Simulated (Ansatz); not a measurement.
**H4SSi···NH3: density, localisation and related maps**

```yaml
atoms:
  - { symbol: Si, position_ang: [-0.6979, 0.8961, -0.4288] }
  - { symbol: N, position_ang: [0.3379, -1.3508, 0.9625] }
  - { symbol: H, position_ang: [-1.1944, 2.0828, -1.1875] }
  - { symbol: H, position_ang: [-1.5866, -0.2391, -0.7727] }
  - { symbol: H, position_ang: [-0.7968, 1.2321, 1.0114] }
  - { symbol: H, position_ang: [1.1349, -1.1338, 1.5487] }
  - { symbol: S, position_ang: [1.3194, 0.6326, -1.1040] }
  - { symbol: H, position_ang: [-0.4082, -1.6771, 1.5645] }
  - { symbol: H, position_ang: [0.6032, -2.1177, 0.3564] }
  - { symbol: H, position_ang: [1.2885, 1.6748, -1.9505] }
```

The product side of a reaction path; geometry: PBE0-D4/def2-TZVP.

Computed with Ansatz, RKS PBE0-D4/def2-TZVPP.

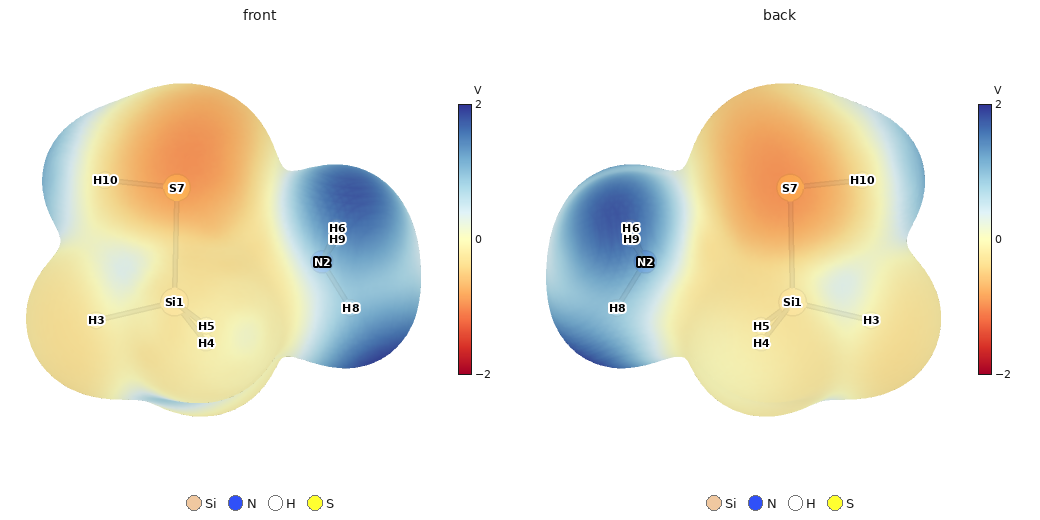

Figure 1. The electrostatic potential painted on the density surface at 0.002 e/bohr³, seen from the front and from behind; red is negative and blue positive.

Where is the surface potential most negative and most positive?

Answer. The most negative region (about −1.0 V) lies over S7, the most positive (about +1.8 V) over H6, H8 and H9.

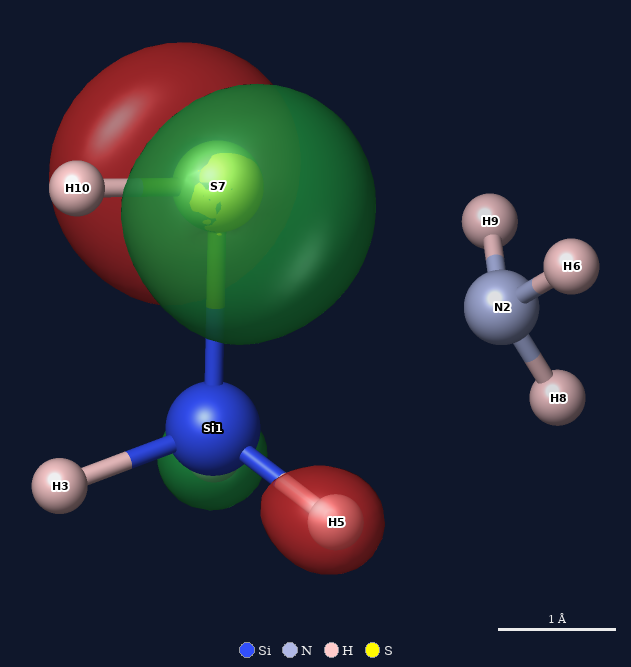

Figure 2. The HOMO at ±0.15 Å⁻³ᐟ² (green and red are the two phases), seen at a tilt.

What is the character of this orbital?

Answer. Its weight (Hirshfeld) is mainly on S7 (about 80 %); largely a lone pair of S7. Its energy is −7.08 eV.

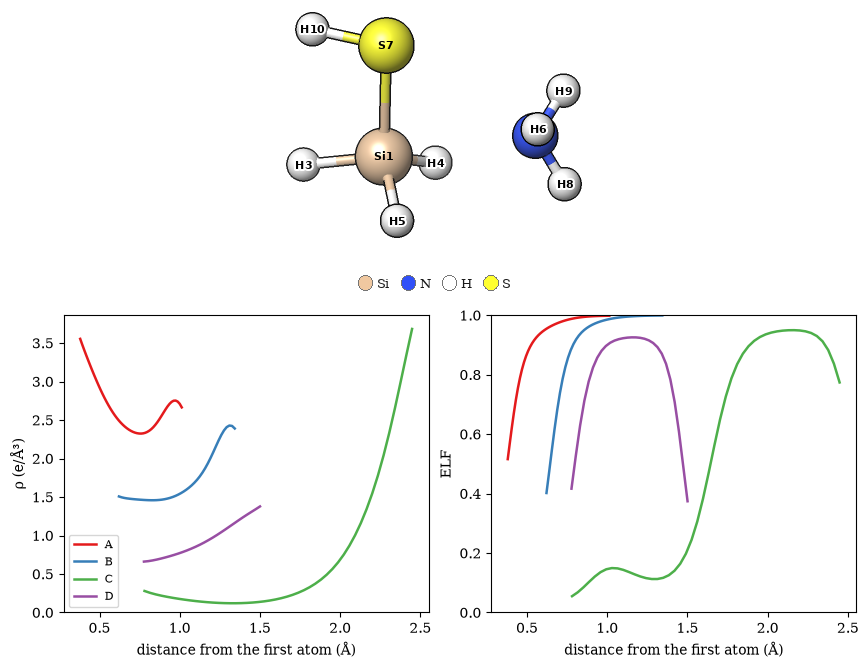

Figure 3. Electron density and electron localisation function along straight lines between neighbouring atoms. The curves leave out the atomic cores. The structure is drawn too.

Which curve belongs to which contact (N–H, Si–N, Si–S and S–H)? The first atom named is at distance zero.

Answer. Curve A: N–H (1.01 Å): the density is about 2.9 e/Å³ at the midpoint; the ELF climbs to about 1 towards the hydrogen, as it does in any bond to H: a covalent bond by its length. Curve B: S–H (1.34 Å): the density is about 1.5 e/Å³ at the midpoint; the ELF climbs to about 1 towards the hydrogen. Curve C: Si1···N2 (2.84 Å): the density falls to about 0.12 e/Å³ on the way; the ELF is about 0.15 at the midpoint. Curve D: Si–S (2.14 Å): the density is about 0.83 e/Å³ at the midpoint; the ELF peaks at about 0.95 between the atoms: a shared electron pair.
